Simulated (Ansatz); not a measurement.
## Electronic structure of Cl3H2HfP···NH3 in real space

```yaml
atoms:
  - { symbol: Hf, position_ang: [0.5341, -0.3741, -0.5679] }
  - { symbol: N, position_ang: [-0.3428, -0.5027, 2.7041] }
  - { symbol: H, position_ang: [-1.1126, -1.0845, 3.0591] }
  - { symbol: H, position_ang: [-0.4386, 0.4280, 3.1278] }
  - { symbol: Cl, position_ang: [1.6741, -0.5046, -2.6039] }
  - { symbol: Cl, position_ang: [0.5685, 1.8920, 0.0597] }
  - { symbol: Cl, position_ang: [-1.5669, -1.3946, -0.8536] }
  - { symbol: P, position_ang: [2.0281, -1.7108, 1.0512] }
  - { symbol: H, position_ang: [0.9780, -2.6974, 1.1569] }
  - { symbol: H, position_ang: [2.7732, -2.4498, 0.0614] }
  - { symbol: H, position_ang: [0.5472, -0.9099, 3.0656] }
```

Core potentials replace the inner electrons of Hf; not at a stationary point (largest force 0.7 eV/Å).

The calculation used Ansatz, RKS PBE-D4/def2-SVP.

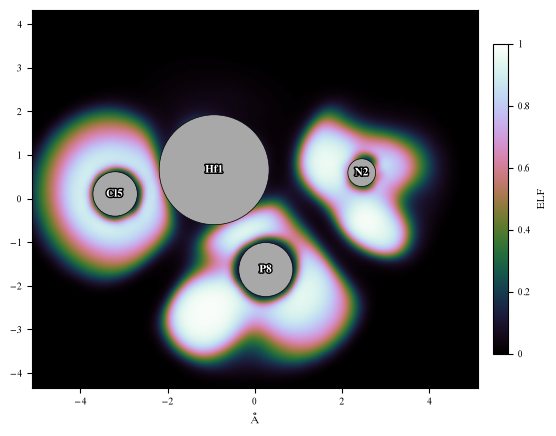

Figure 1. Electron localisation function on the plane of atoms Cl5, Hf1 and P8. Grey discs cover the atomic cores.

### What do the fields say about this system?

- Atoms in the plane: Hf, N, Cl and P.
- Hf1···N2 (3.39 Å): the ELF dips to about 0 between them.
- Hf–Cl (2.34 Å): the ELF peaks at about 0.85 in the valence shell of Cl, 0.8 Å from its nucleus, and is about 0.35 at the midpoint.
- Hf–P (2.58 Å): the ELF peaks at about 0.95 in the valence shell of P, 1.0 Å from its nucleus, and is about 0.70 at the midpoint.

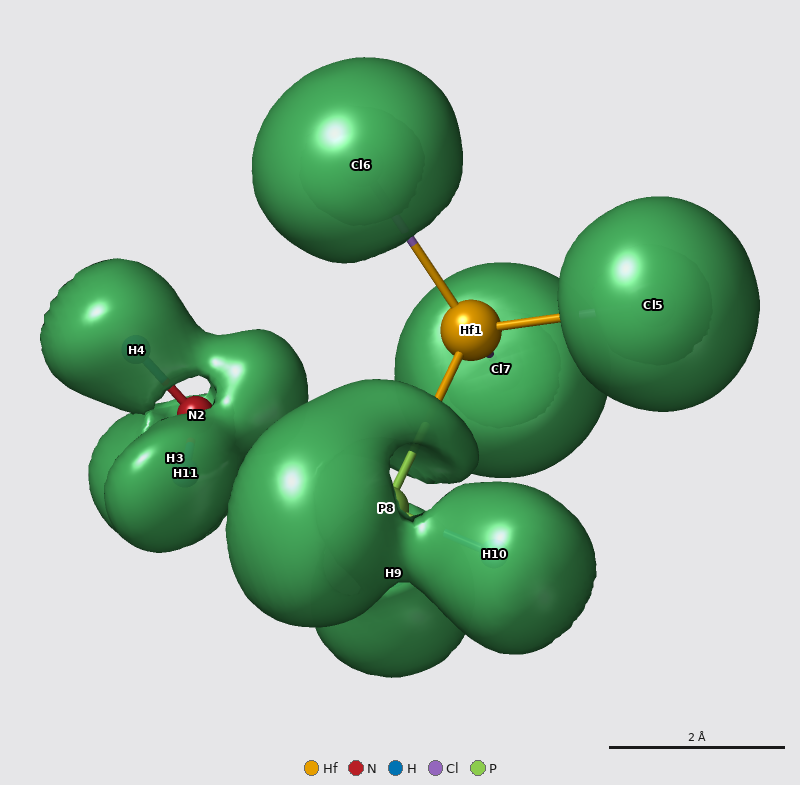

Figure 2. Isosurface of the ELF at 0.75 (green), seen at a tilt. Core shells and regions of very low density are left out.

### Identify the bonds, lone pairs and shells in this picture.

The surface consists of three regions wrapped around Cl (the valence shell of each), one joined region spread over several atoms (H, N), in which their bonds and any lone pairs are merged and one joined region spread over several atoms (H, P), in which their bonds and any lone pairs are merged.

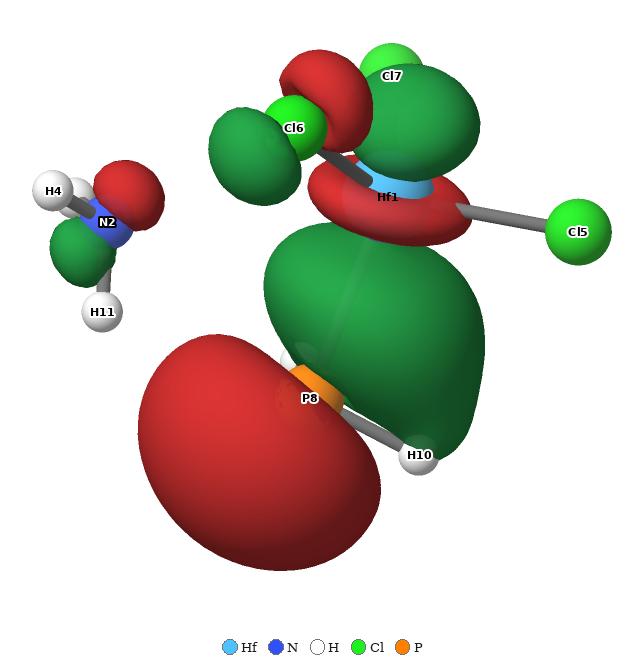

Figure 3. The HOMO at ±0.08 Å⁻³ᐟ² (green and red are the two phases), seen at a tilt.

### What is the character of this orbital?

It lies mainly on P8 (about 65 %) and Hf1 (about 20 %). Its energy is −6.13 eV.

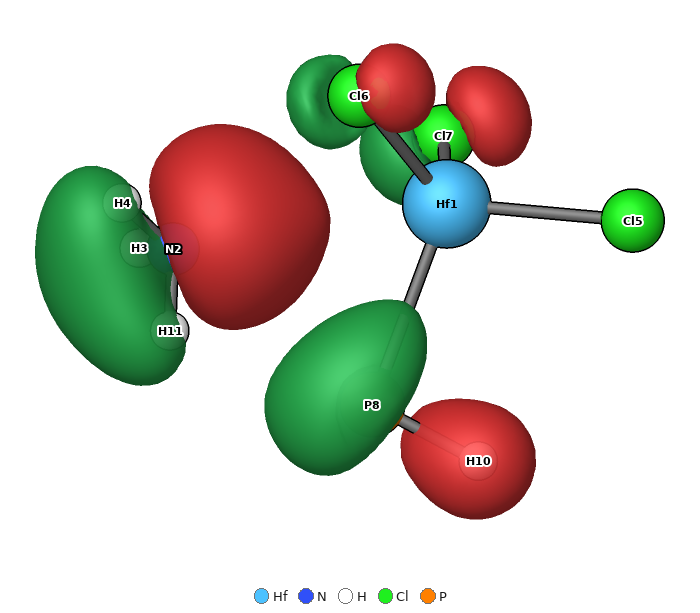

Figure 4. The HOMO−1 at ±0.08 Å⁻³ᐟ² (green and red are the two phases), seen at a tilt.

### What is the character of this orbital?

It lies mainly on N2 (about 65 %) and P8 (about 10 %). Its energy is −6.85 eV.
